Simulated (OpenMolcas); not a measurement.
**One shape, several levels: SiH3Br (SMILES [SiH3]Br)**

Aim: a comparison of 6 runs (HF/STO-3G, HF/3-21G, BHLYP/def2-TZVP, BLYP/def2-TZVP, TPSS/def2-TZVP, CCSD(T)/def2-TZVP) of SiH3Br. 

Program for the calculation: OpenMolcas 26.06.

## 1. Starting point

SiH3Br: 5 atoms, total charge 0, spin state singlet. As SMILES, `[SiH3]Br`. The coordinates come from a PBE0-D4/def2-TZVP relaxation.

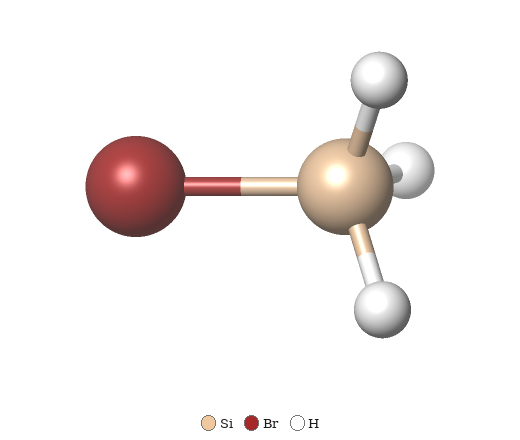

The structure, seen from a chosen angle (silicon light orange, bromine red, hydrogen white).

## 2. Energy and forces at HF/STO-3G (run 1)

mol.inp

```
&GATEWAY
  BasLib=$CurrDir
  Coord
  5
  angstrom
  Si      -0.147420       0.056100      -0.043220
  Br       1.853020      -0.705130       0.543250
  H       -1.064550      -0.105170       1.107850
  H       -0.625550      -0.731350      -1.202270
  H       -0.015510       1.485560      -0.405610
  Basis=STO-3G
  Group=NoSym

&SEWARD

&SCF
  Thresholds=1e-10 1e-07 1e-07 1e-05
  PrOrbitals=1 1

&ALASKA
```

The basis set STO-3G is read from a file made from the Basis Set Exchange's data (not shown).

Launch:

```
$ export MOLCAS_MEM=1860
$ pymolcas mol.inp > mol.log
```

What it wrote:

```text
--- Start Module: gateway ---
[...]
--- Stop Module: gateway /rc=_RC_ALL_IS_WELL_ ---
[...]
      Basis functions           30
[...]
--- Start Module: scf ---
[...]
       Convergence after   8 Iterations
[...]
::    Total SCF energy                              -2832.0516942151
[...]
      Total spin, S                                     0.0000000000
[...]
      Total electronic charge=   52.000000
      Total            charge=   -0.000000
[...]
      Dipole Moment (debye):
      Origin of the operator (angstrom)=    1.2773   -0.4860    0.3745
                   X= -2.0702E+00               Y=  7.8777E-01               Z= -6.0692E-01           Total=  2.2966E+00
      Quadrupole Moment (debye*angstrom):
[...]
--- Stop Module: scf /rc=_RC_ALL_IS_WELL_ ---
--- Start Module: alaska ---
[...]
 *              Molecular gradients               *
 **************************************************
  Irreducible representation: a
 ------------------------------------------------------------------------------------------
                              X                       Y                       Z
 ------------------------------------------------------------------------------------------
  SI1               1.73487053719299E-02   -6.60066636939760E-03    5.08357153630890E-03
  BR2               5.51056550172291E-03   -2.09693581273562E-03    1.61510425032496E-03
  H3               -1.78787647047276E-02   -3.74969563645244E-03    2.41254372129056E-02
  H4               -8.79812194762009E-03   -1.66999299816291E-02   -2.36497876449793E-02
  H5                3.81761577869777E-03    2.91472278002720E-02   -7.17432535457130E-03
 ------------------------------------------------------------------------------------------
--- Stop Module: alaska /rc=_RC_ALL_IS_WELL_ ---
[...]
```

Run time: 3.3 s. Hardware: 1 thread of Arm Neoverse V1, shared host; peak memory 0.37 GiB.

## 3. Energy and forces at HF/3-21G (run 2)

calc.input

```
* BrH3Si Hartree-Fock

&GATEWAY
  BasLib=$CurrDir
  Coord
  5
  bohr
  Si    -0.27858343     0.10601364    -0.08167396
  Br     3.50170030    -1.33250258     1.02659372
  H     -2.01170795    -0.19874250     2.09353309
  H     -1.18211818    -1.38205120    -2.27196103
  H     -0.02930965     2.80730154    -0.76649181
  Basis=3-21G
  Group=NoSym

&SEWARD

&SCF
  Thresholds=1e-10 1e-07 1e-07 1e-05
  PrOrbitals=1 2

&ALASKA
```

The basis set 3-21G is read from a file made from the Basis Set Exchange's data (not shown).

Launch:

```
$ export MOLCAS_MEM=1860
$ pymolcas calc.input > calc.log
```

What it wrote:

```text
--- Start Module: gateway ---
[...]
--- Stop Module: gateway /rc=_RC_ALL_IS_WELL_ ---
[...]
      Basis functions           41
[...]
--- Start Module: scf ---
[...]
       Convergence after   9 Iterations
[...]
::    Total SCF energy                              -2849.1972438648
[...]
      Total spin, S                                     0.0000000000
[...]
      Total electronic charge=   52.000000
      Total            charge=   -0.000000
[...]
      Dipole Moment (debye):
      Origin of the operator (angstrom)=    1.2773   -0.4860    0.3745
                   X= -2.0385E+00               Y=  7.7571E-01               Z= -5.9763E-01           Total=  2.2615E+00
      Quadrupole Moment (debye*angstrom):
[...]
--- Stop Module: scf /rc=_RC_ALL_IS_WELL_ ---
--- Start Module: alaska ---
[...]
 *              Molecular gradients               *
 **************************************************
  Irreducible representation: a
 ------------------------------------------------------------------------------------------
                              X                       Y                       Z
 ------------------------------------------------------------------------------------------
  SI1               2.98234320845268E-02   -1.13479933114391E-02    8.74155612592808E-03
  BR2              -3.26467471438008E-02    1.24231130143215E-02   -9.57143621129219E-03
  H3                4.60625890879474E-04   -6.69004821884256E-04    1.50912079575694E-03
  H4                8.86565825738206E-04   -1.27473753637997E-03   -7.24735641788321E-04
  H5                1.47612334269348E-03    8.68622655385565E-04    4.54949313930531E-05
 ------------------------------------------------------------------------------------------
--- Stop Module: alaska /rc=_RC_ALL_IS_WELL_ ---
[...]
```

Run time: 3.3 s. Hardware: 1 thread of Arm Neoverse V1, shared host; peak memory 0.37 GiB.

Run 3 isn't shown in full; the table further down has it.

## 4. Energy and gradient at BLYP/def2-TZVP (run 4)

calc.inp

```
* BrH3Si Kohn-Sham DFT
&GATEWAY
BasLib
$CurrDir
Coord
5
bohr
Si    -0.27858343     0.10601364    -0.08167396
Br     3.50170030    -1.33250258     1.02659372
H     -2.01170795    -0.19874250     2.09353309
H     -1.18211818    -1.38205120    -2.27196103
H     -0.02930965     2.80730154    -0.76649181
Basis
def2-TZVP
Group
NoSym
&SEWARD
GridInput
Grid=UltraFine
End of Grid
&SCF
KSDFT
BLYP
Thresholds
1e-10 1e-07 1e-07 1e-05
PrOrbitals
1 1
&ALASKA
```

The basis set def2-TZVP is read from a file made from the Basis Set Exchange's data (not shown).

Launch:

```
$ export MOLCAS_MEM=1860
$ pymolcas calc.inp > calc.log
```

What it wrote:

```text
--- Start Module: gateway ---
[...]
--- Stop Module: gateway /rc=_RC_ALL_IS_WELL_ ---
[...]
      Basis functions          103
[...]
--- Start Module: scf ---
[...]
       Convergence after  13 Iterations
[...]
::    Total KS-DFT energy                           -2865.5095754835
[...]
      Total spin, S                                     0.0000000000
[...]
      Total electronic charge=   52.000000
      Total            charge=   -0.000000
[...]
      Dipole Moment (debye):
      Origin of the operator (angstrom)=    1.2773   -0.4860    0.3745
                   X= -1.0812E+00               Y=  4.1144E-01               Z= -3.1699E-01           Total=  1.1995E+00
      Quadrupole Moment (debye*angstrom):
[...]
--- Stop Module: scf /rc=_RC_ALL_IS_WELL_ ---
[...]
--- Start Module: alaska ---
[...]
 *              Molecular gradients               *
 **************************************************
  Irreducible representation: a
 ------------------------------------------------------------------------------------------
                              X                       Y                       Z
 ------------------------------------------------------------------------------------------
  SI1               6.55268023626832E-03   -2.49959574416359E-03    1.91959896606697E-03
  BR2              -9.19314824922068E-03    3.49806817539822E-03   -2.69548189655922E-03
  H3                1.29540220392155E-03   -6.15271408415108E-05   -8.16222637165520E-04
  H4                9.28772790237620E-04    4.66511967173400E-04    1.13047653244758E-03
  H5                4.16293018773772E-04   -1.40345725763247E-03    4.61629035176436E-04
 ------------------------------------------------------------------------------------------
--- Stop Module: alaska /rc=_RC_ALL_IS_WELL_ ---
[...]
```

Run time: 33 s. Hardware: 1 thread of Arm Neoverse V1, shared host; peak memory 0.58 GiB.

Run 5 isn't shown in full; the table further down has it.

## 5. A single-point energy at CCSD(T)/def2-TZVP (Cholesky decomposition) (run 6)

job.input

```
&GATEWAY
 BasLib=$CurrDir
 Coord
 5
 bohr
 Si    -0.27858343     0.10601364    -0.08167396
 Br     3.50170030    -1.33250258     1.02659372
 H     -2.01170795    -0.19874250     2.09353309
 H     -1.18211818    -1.38205120    -2.27196103
 H     -0.02930965     2.80730154    -0.76649181
 Basis=def2-TZVP
 Group=NoSym

&SEWARD
 High

&SCF
 Thresholds=1e-10 1e-07 1e-07 1e-05
 PrOrbitals=1 2

&CHCC
 Frozen=14
 Threshold=1e-08
 MaxIterations=80

&CHT3
 Frozen=14
```

The basis set def2-TZVP is read from a file made from the Basis Set Exchange's data (not shown).

Launch:

```
$ export MOLCAS_MEM=1860
$ pymolcas job.input > job.log
```

What it wrote:

```text
--- Start Module: gateway ---
[...]
--- Stop Module: gateway /rc=_RC_ALL_IS_WELL_ ---
[...]
      Basis functions          103
[...]
       Convergence after  11 Iterations
[...]
::    Total SCF energy                              -2863.1488714966
[...]
      Total spin, S                                     0.0000000000
[...]
      Total electronic charge=   52.000000
      Total            charge=   -0.000000
[...]
      Dipole Moment (debye):
      Origin of the operator (angstrom)=    1.2773   -0.4860    0.3745
                   X= -1.3663E+00               Y=  5.1992E-01               Z= -4.0056E-01           Total=  1.5157E+00
      Quadrupole Moment (debye*angstrom):
[...]
--- Start Module: chcc ---
[...]
--- Stop Module: chcc /rc=_RC_ALL_IS_WELL_ ---
[...]
--- Start Module: cht3 ---
[...]
--- Stop Module: cht3 /rc=_RC_ALL_IS_WELL_ ---
[...]
```

It took 4.4 min on 1 thread of Arm Neoverse V1, shared host; peak memory 0.15 GiB.

## 6. The series

```tsv
run	level	integration grid	integral approximation	energy (Eh)	dipole moment (D) of the reference	HOMO energy (eV)	LUMO energy (eV)	wall time
1	HF/STO-3G	–	none	-2832.051694	2.30	-8.30	9.33	3.3 s
2	HF/3-21G	–	none	-2849.197244	2.26	-11.11	3.03	3.3 s
3	BHLYP/def2-TZVP	UltraFine	none	-2865.488237	1.40	-9.60	0.56	40 s
4	BLYP/def2-TZVP	UltraFine	none	-2865.509575	1.20	-7.04	-1.11	33 s
5	TPSS/def2-TZVP	UltraFine	none	-2865.433674	1.24	-7.35	-0.99	48 s
6	CCSD(T)/def2-TZVP (Cholesky decomposition)	–	CD high	-2863.586247	1.52	-11.42	2.84	4.4 min
```

## 7. What came out

| quantity | value |
| --- | --- |
| run 6: total energy | -2863.58625 Eh |
| run 6: dipole moment (mean-field density) | 1.52 D |
| run 6: HOMO energy (Hartree–Fock orbitals) | -11.42 eV |
| run 6: LUMO energy (Hartree–Fock orbitals) | 2.84 eV |
| run 6: HOMO–LUMO gap (Hartree–Fock orbitals) | 14.26 eV |
| run 6: correlation energy (14 core orbitals frozen) | -437.4 mEh |
| run 6: (T) correction | -13.30 mEh |

Over runs 1, 2, 3, 4, 5 the dipole moment (its size) runs from 1.20 D (BLYP/def2-TZVP) to 2.30 D (HF/STO-3G). The two ends differ in method and basis. Over runs 1, 2, 3, 4, 5 the HOMO–LUMO gap runs from 5.94 eV (BLYP/def2-TZVP) to 17.63 eV (HF/STO-3G). Totals of different functionals can't be ranked against each other. In run 1 the basis is minimal, so the values are rough. All runs together took 6.5 min, the longest 4.4 min.
